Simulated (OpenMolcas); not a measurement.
# Ti²⁺ among point charges: CASSCF and CASPT2 levels and susceptibility

How does a field of 8 point charges split the states of Ti²⁺, and what χT follows?

The numbers are computed with OpenMolcas 26.06 (state-averaged CASSCF and CASPT2, spin-orbit coupling by RASSI with atomic mean-field integrals), except any that are marked as measured or tabulated.

**1. The system**

| Quantity | Value |
| --- | --- |
| Species | Ti²⁺ (titanium, Z = 22, 20 electrons) |
| Basis | ANO-RCC-VDZP [5s4p2d1f], 34 functions |
| Scalar Hamiltonian | DKH2, point nucleus |
| Inactive shells | 1s 2s 2p 3s 3p |
| Active space | 2 electrons in 5 orbitals (3d) |
| Some configurations of this space | 3d2 |
| Orbitals | optimised for each spin and parity, averaged over all roots |

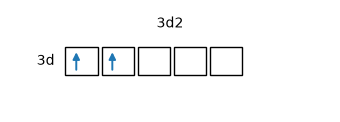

Occupation of the outer shells (arrows by Hund's rule).

The ion sits among 8 point charges of -1 e arranged as a cube (Oh), 1.62 Å from the ion.

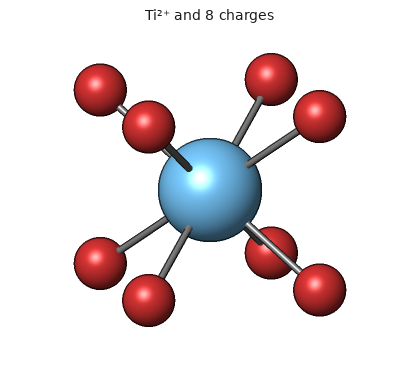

The ion and the point charges (red).

The work runs as a chain of OpenMolcas steps in one folder; each step below is one input file. Labels, J, g values, rates, χT and fits are worked out afterwards by a script from the matrices that RASSI stores. The input lists half of the charges; inversion (Group=XYZ) makes the rest.

**2. One- and two-electron integrals**

The input, a.inp:

```
&GATEWAY
Coord
1

Ti 0.0 0.0 0.0
Basis=ANO-RCC-VDZP
Group=XYZ
NoMove
AngMom=0.0 0.0 0.0
AMFI
XField
4 Angstrom 0
0.935307 0.935307 0.935307 -1.000000
0.935307 0.935307 -0.935307 -1.000000
0.935307 -0.935307 0.935307 -1.000000
0.935307 -0.935307 -0.935307 -1.000000
&SEWARD
```

The program printed:

```text
Basis set label: TI.ANO-RCC...5S4P2D1F.

      Electronic valence basis set:
      ------------------
      Associated Effective Charge  22.000000 au
      Associated Actual Charge     22.000000 au
      Nuclear Model: Point charge

      Shell  nPrim  nBasis  Cartesian Spherical Contaminant
         s      21       5        X
         p      15       4        X
         d      10       2                 X
         f       6       1                 X
                  Relativistic Douglas-Kroll-Hess integrals:
                    - DKH order of Hamiltonian: 2
                    - DKH order of Properties : 0
                  Atomic mean-field integrals
```

**3. CASSCF: triplets of even parity, 10 roots**

The input, a.inp:

```
&RASSCF
FileOrb=start.orb
Symmetry=1
Spin=3
nActEl=2 0 0
Inactive=3 6
Ras2=5 0
CIRoot=10 10 1
SDav=10
CIMx=300
Iter=120 100
PrWF=0.3
OrbListing=Nothing
MaxOrb=0
>>> COPY $Project.JobIph JOB001
```

start.orb holds the contracted functions of the basis, ordered by shell, or the orbitals of the step before.

The program printed, shortened:

```text
[...]
      Number of active orbitals                  5
[...]
      Spin quantum number                      1.0
[...]
      Active orbitals                            5   0
[...]
      Number of CSFs                            10
      Number of root(s) required                10
[...]
      Convergence after 12 iterations
[...]
      Natural orbitals and occupation numbers for root  1
      sym 1:  -0.000000  -0.000000   1.000000  -0.000000   1.000000
      Natural orbitals and occupation numbers for root  2
      sym 1:  -0.000000   0.769904   0.230096   0.230096   0.769904
      Natural orbitals and occupation numbers for root  3
      sym 1:  -0.000000   0.228368   0.228368   0.771632   0.771632
::    RASSCF root number  1 Total energy:   -857.42109031
::    RASSCF root number  2 Total energy:   -857.35469712
::    RASSCF root number  3 Total energy:   -857.35469712
[...]
::    RASSCF root number  7 Total energy:   -857.32298174
::    RASSCF root number  8 Total energy:   -857.25777776
::    RASSCF root number  9 Total energy:   -857.25777776
::    RASSCF root number 10 Total energy:   -857.25777776
```

**4. Reference wave functions, singlets of even parity, 15 roots**

The input, a.inp:

```
&RASSCF
FileOrb=start.orb
Symmetry=1
Spin=1
nActEl=2 0 0
Inactive=3 6
Ras2=5 0
CIRoot=15 15 1
SDav=15
CIMx=300
Iter=120 100
PrWF=0.3
OrbListing=Nothing
MaxOrb=0
>>> COPY $Project.JobIph JOB002
```

The program printed, shortened:

```text
[...]
      Number of active orbitals                  5
[...]
      Spin quantum number                      0.0
[...]
      Active orbitals                            5   0
[...]
      Number of CSFs                            15
      Number of root(s) required                15
[...]
      Convergence after  8 iterations
[...]
      Natural orbitals and occupation numbers for root  1
      sym 1:   0.006299   0.001303   0.995263   0.001872   0.995263
      Natural orbitals and occupation numbers for root  2
      sym 1:   0.000017   0.005013   0.995263   0.004444   0.995263
      Natural orbitals and occupation numbers for root  3
      sym 1:   0.031582   0.031582   0.952627   0.031582   0.952627
::    RASSCF root number  1 Total energy:   -857.37659139
::    RASSCF root number  2 Total energy:   -857.37659139
::    RASSCF root number  3 Total energy:   -857.34108397
[...]
::    RASSCF root number 12 Total energy:   -857.21549322
::    RASSCF root number 13 Total energy:   -857.21549322
::    RASSCF root number 14 Total energy:   -857.21549321
::    RASSCF root number 15 Total energy:   -857.13491234
```

**5. State interaction with spin-orbit coupling**

The input, a.inp:

```
&RASSI
NrOfJobIphs=2 10 15
1 2 3 4 5 6 7 8 9 10
1 2 3 4 5 6 7 8 9 10 11 12 13 14 15
IphNames
JOB001
JOB002
EJob
SpinOrbit
DIPRint=1.0
SOCoupling=1000.0
Subsets=2
Property=9
'ANGMOM' 1 'ANGMOM' 2 'ANGMOM' 3 'MLTPL  1' 1 'MLTPL  1' 2 'MLTPL  1' 3
'AMFI' 1 'AMFI' 2 'AMFI' 3
SOProperty=3
'ANGMOM' 1 'ANGMOM' 2 'ANGMOM' 3
```

The program printed:

```text
SPIN-FREE ENERGIES:
  (Shifted by EMIN (a.u.) =       -857.4210903090)

 SF State       Relative EMIN(au)   Rel lowest level(eV)    D:o, cm**(-1)      L_eff

     1             0.0000000000        0.0000000000              0.0000         2.9
    11             0.0444989148        1.2108771579           9766.3829         2.8
    12             0.0444989161        1.2108771934           9766.3832         2.8
     4             0.0663931893        1.8066507189          14571.6208         2.9
     2             0.0663931893        1.8066507189          14571.6208         2.9
     3             0.0663931893        1.8066507189          14571.6208         2.9
    13             0.0800063379        2.1770833617          17559.3615         3.5
     5             0.0981085699        2.6696701905          21532.3422         2.2
     6             0.0981085699        2.6696701905          21532.3422         2.2
     7             0.0981085699        2.6696701905          21532.3422         2.2
    14             0.1152513380        3.1361486726          25294.7449         2.7
    15             0.1152513380        3.1361486726          25294.7449         2.7
    16             0.1152513387        3.1361486921          25294.7451         2.7
    17             0.1297204279        3.5298726683          28470.3431         3.9
    18             0.1297204279        3.5298726683          28470.3431         3.9
    19             0.1297204279        3.5298726683          28470.3431         3.9
     8             0.1633125451        4.4439607446          35842.9606         2.1
     9             0.1633125451        4.4439607446          35842.9606         2.1
    10             0.1633125451        4.4439607446          35842.9606         2.1
    20             0.2048114476        5.5732034086          44950.9170         3.4
    21             0.2048114476        5.5732034086          44950.9170         3.4
    22             0.2055970939        5.5945819327          45123.3464         3.5
    23             0.2055970939        5.5945819327          45123.3464         3.5
    24             0.2055970939        5.5945819327          45123.3464         3.5
    25             0.2861779653        7.7872991481          62808.8034         1.5
     Dipole printing threshold changed to   1.00000000E+00
Eigenvalues of complex Hamiltonian:
   -----------------------------------
  (Shifted by EMIN (a.u.) =       -857.4210903090)

 SO State       Relative EMIN(au)   Rel lowest level(eV)    D:o, cm**(-1)     J-value

     1            -0.0000074016        0.0000000000              0.0000         2.5
     2            -0.0000074016        0.0000000000              0.0000         2.5
     3            -0.0000074016        0.0000000000              0.0000         2.6
     4             0.0444802483        1.2105706243           9763.9106         2.3
     5             0.0444802496        1.2105706598           9763.9108         2.2
     6             0.0661250275        1.7995550726          14514.3905         2.3
     7             0.0662573196        1.8031549230          14543.4253         2.4
     8             0.0662573196        1.8031549230          14543.4253         2.4
     9             0.0662573196        1.8031549230          14543.4253         2.5
    10             0.0665210870        1.8103324010          14601.3155         2.7
    11             0.0665210870        1.8103324010          14601.3155         2.7
    12             0.0665210870        1.8103324010          14601.3155         2.5
    13             0.0665263585        1.8104758448          14602.4725         2.8
    14             0.0665263585        1.8104758448          14602.4725         2.5
    15             0.0799853139        2.1767126793          17556.3718         2.8
    16             0.0980548823        2.6684106847          21522.1836         2.1
    17             0.0980548823        2.6684106847          21522.1836         2.1
    18             0.0980548823        2.6684106847          21522.1836         1.7
    19             0.0980652156        2.6686918679          21524.4515         2.2
    20             0.0980652156        2.6686918679          21524.4515         1.7
    21             0.0981634594        2.6713652180          21546.0135         2.3
    22             0.0981634594        2.6713652180          21546.0135         2.3
    23             0.0981634594        2.6713652180          21546.0135         1.7
    24             0.0982327929        2.6732518774          21561.2305         2.2
    25             0.1152461640        3.1362092891          25295.2338         2.2
    26             0.1152461640        3.1362092891          25295.2338         2.2
    27             0.1152461647        3.1362093086          25295.2340         2.0
    28             0.1297229495        3.5301426922          28472.5210         1.6
    29             0.1297229495        3.5301426922          28472.5210         3.7
    30             0.1297229495        3.5301426922          28472.5210         3.7
    31             0.1632368378        4.4421020505          35827.9693         1.7
    32             0.1632368378        4.4421020505          35827.9693         2.1
    33             0.1632414481        4.4422275044          35828.9811         2.0
    34             0.1632414481        4.4422275044          35828.9811         2.0
    35             0.1632414481        4.4422275044          35828.9811         1.6
    36             0.1633953982        4.4464166999          35862.7693         1.6
    37             0.1633953982        4.4464166999          35862.7693         2.2
    38             0.1633953982        4.4464166999          35862.7693         2.2
    39             0.1634693655        4.4484294535          35879.0032         2.1
    40             0.2048160067        5.5735288755          44953.5420         2.7
    41             0.2048160067        5.5735288755          44953.5420         2.7
Weights of the five most important spin-orbit-free states for each spin-orbit state.

 SO State  Total energy (au)           Spin-free states, spin, and weights
 -------------------------------------------------------------------------------------------------------
    1        -0.000007       1 1.0  0.9999    4 1.0  0.0000    3 1.0  0.0000    2 1.0  0.0000   14 0.0  0.0000
    2        -0.000007       1 1.0  0.9999    3 1.0  0.0000    4 1.0  0.0000    2 1.0  0.0000   15 0.0  0.0000
    3        -0.000007       1 1.0  0.9999    2 1.0  0.0000    3 1.0  0.0000    4 1.0  0.0000   16 0.0  0.0000
    4         0.044480      11 0.0  0.9993    2 1.0  0.0003    3 1.0  0.0003    7 1.0  0.0001    5 1.0  0.0000
    5         0.044480      12 0.0  0.9993    4 1.0  0.0004    3 1.0  0.0001    2 1.0  0.0001    6 1.0  0.0001
    6         0.066125       3 1.0  0.3333    4 1.0  0.3333    2 1.0  0.3333   11 0.0  0.0000   12 0.0  0.0000
    7         0.066257       4 1.0  0.4997    2 1.0  0.4273    3 1.0  0.0728    1 1.0  0.0001    7 1.0  0.0001
    8         0.066257       4 1.0  0.4996    3 1.0  0.4273    2 1.0  0.0729    1 1.0  0.0001    7 1.0  0.0001
    9         0.066257       3 1.0  0.4997    2 1.0  0.4995    4 1.0  0.0005    1 1.0  0.0001    6 1.0  0.0001
   10         0.066521       4 1.0  0.4993    3 1.0  0.4261    2 1.0  0.0744    7 1.0  0.0001    6 1.0  0.0000
   11         0.066521       4 1.0  0.4999    2 1.0  0.4256    3 1.0  0.0743    7 1.0  0.0001    5 1.0  0.0000
   12         0.066521       2 1.0  0.4998    3 1.0  0.4995    4 1.0  0.0006    6 1.0  0.0001    5 1.0  0.0001
```

Time for these steps: 5.3 s (1 thread, shared host).

States without spin-orbit coupling:

| state | degeneracy | E (cm-1) | free-ion L (%) |
| --- | --- | --- | --- |
| 3A2 | 1 | 0 | F (100) |
| 1E | 2 | 9766 | D (64) |
| 3T2 | 3 | 14572 | F (100) |
| 1A1 | 1 | 17559 | G (80) |
| 3T1 | 3 | 21532 | F (53) |
| 1T2 | 3 | 25295 | D (70) |
| 1T1 | 3 | 28470 | G (100) |
| 3T1 | 3 | 35843 | P (53) |
| 1E | 2 | 44951 | G (64) |
| 1T2 | 3 | 45123 | G (70) |
| 1A1 | 1 | 62809 | S (80) |

With spin-orbit coupling:

```csv
E (cm-1),Degeneracy,Label,2S+1
0.0,3,T2,3
9764,2,E,1
14514,1,A2,3
14543,3,T2,3
14601,3,T1,3
14602,2,E,3
17556,1,A1,1
21522,3,T2,3
21524,2,E,3
21546,3,T1,3
21561,1,A1,3
25295,3,T2,1
28473,3,T1,1
35828,2,E,3
35829,3,T2,3
35863,3,T1,3
35879,1,A1,3
44954,2,E,1
45126,3,T2,1
62812,1,A1,1
```

Powder χT (cm³ K/mol): 0.98 at 2 K, 0.98 at 5 K, 0.98 at 10 K, 0.98 at 20 K, 0.98 at 50 K, 0.99 at 100 K, 1.00 at 150 K, 1.00 at 200 K, 1.01 at 250 K, 1.02 at 300 K.

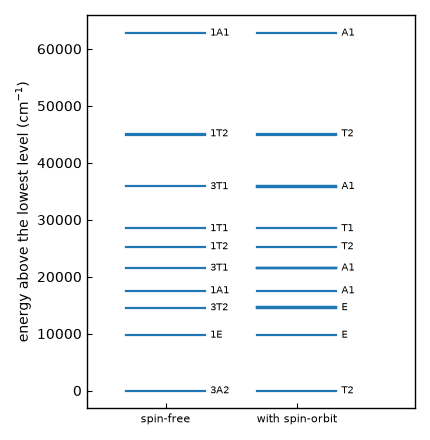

The states in the field without (left) and with (right) spin-orbit coupling.

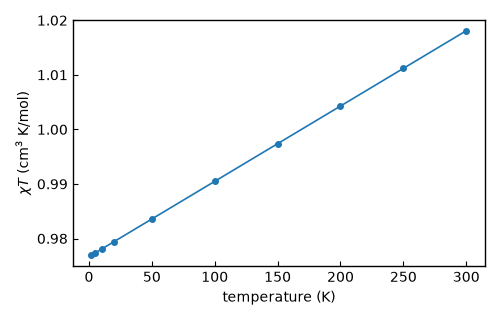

χT against temperature.

**6. CASPT2: IPEA 0.25, imaginary shift 0.1 (closed shells correlated: 3s 3p)**

The input, a.inp:

```
>>> COPY JOB001 $Project.JobIph
&CASPT2
Multistate=10 1 2 3 4 5 6 7 8 9 10
NoMult
Frozen=2 3
IPEA=0.25
Imaginary=0.1
MaxIter=60
WThr=0.0 0.3 0.05
PrWF=0.5
NoMix
>>> COPY JOB002 $Project.JobIph
&CASPT2
Multistate=15 1 2 3 4 5 6 7 8 9 10 11 12 13 14 15
NoMult
Frozen=2 3
IPEA=0.25
Imaginary=0.1
MaxIter=60
WThr=0.0 0.3 0.05
PrWF=0.5
NoMix
```

The program printed, shortened:

```text
[...]
      Active orbitals                            5   0
[...]
      E2 (Variational):          -0.2432749282
      Total energy:            -857.6643652371
[...]
::    CASPT2 Root  1     Total energy:   -857.66436524
::    CASPT2 Root  2     Total energy:   -857.59639175
[...]
::    CASPT2 Root 12     Total energy:   -857.46333311
::    CASPT2 Root 13     Total energy:   -857.46331527
::    CASPT2 Root 14     Total energy:   -857.46329926
::    CASPT2 Root 15     Total energy:   -857.40683161
```

This run: 2 s of run time, 1 thread, shared host.

SS-CASPT2: lowest energy less the reference's lowest, -0.2433 hartree; reference weights 0.926 to 0.950.

States without spin-orbit coupling:

| state | degeneracy | E (cm-1) | free-ion L (%) |
| --- | --- | --- | --- |
| 3A2 | 1 | 0 | F (100) |
| 1E | 2 | 7418 | D (64) |
| 1A1 | 1 | 13932 | G (80) |
| 3T2 | 3 | 15133 | F (100) |
| 3T1 | 3 | 21094 | F (53) |
| 1T2 | 3 | 24070 | D (70) |
| 1T1 | 3 | 27076 | G (100) |
| 3T1 | 3 | 35676 | P (53) |
| 1T2 | 3 | 44125 | G (70) |
| 1E | 2 | 44166 | G (64) |
| 1A1 | 1 | 56522 | S (80) |

With spin-orbit coupling:

```tsv
E (cm-1)	Degeneracy	Label	2S+1
0	3	T2	3
7420	2	E	1
13930	1	A1	1
15080	1	A2	3
15100	3	T2	3
15160	2	E	3
15160	3	T1	3
21080	3	T2	3
21090	2	E	3
21110	3	T1	3
21120	1	A1	3
24070	3	T2	1
27080	3	T1	1
35660	2	E	3
35660	3	T2	3
35700	3	T1	3
35710	1	A1	3
44130	3	T2	1
44170	2	E	1
56530	1	A1	1
```

Powder χT (cm³ K/mol): 0.98 at 2 K, 0.98 at 5 K, 0.98 at 10 K, 0.98 at 20 K, 0.98 at 50 K, 0.99 at 100 K, 1.00 at 150 K, 1.00 at 200 K, 1.01 at 250 K, 1.02 at 300 K.

**7. The methods side by side**

A. CASSCF
B. SS-CASPT2, IPEA 0.25, imaginary shift 0.1 (closed shells correlated: 3s 3p)

| method | ground state | first state of that spin (cm-1) | first gap with spin-orbit (cm-1) | χT at 300 K |
| --- | --- | --- | --- | --- |
| A | 3A2 | 3T2 14570 | 9763.9 | 1.02 |
| B | 3A2 | 3T2 15130 | 7416.8 | 1.02 |

**8. Outcome**

| quantity | value |
| --- | --- |
| method | SS-CASPT2, IPEA 0.25, imaginary shift 0.1 (closed shells correlated: 3s 3p) |
| spin-free ground state | 3A2, 1-fold in its orbital part |
| first state of the same spin within the active space | 3T2 at 15100 cm⁻¹ |
| lowest level | 3-fold T2 |
| next level | 7416.8 cm⁻¹ |
| χT at 300 K | 1.02 cm³ K/mol |
| effective moment at 300 K | 2.85 μB |

Cost by method:

| method | time of its own steps | time with the reference |
| --- | --- | --- |
| A. CASSCF | 5.3 s | 5.3 s |
| B. SS-CASPT2, IPEA 0.25, imaginary shift 0.1, +3s 3p | 2 s | 7.2 s |

Times are of one thread on a shared host.

**Reading.** The spin-free ground state (3A2) comes to 100 % from free-ion F terms and keeps the highest spin of the shell. χT at 300 K is 1.02, against 1.00 cm³ K/mol for the spin alone; near agreement at one temperature doesn't show that the orbital moment is quenched. CASPT2 does not keep the components of a term degenerate, and the means are used. The field of point charges can differ much from that of real complexes. This is an electrostatic model: the charges have no orbitals.
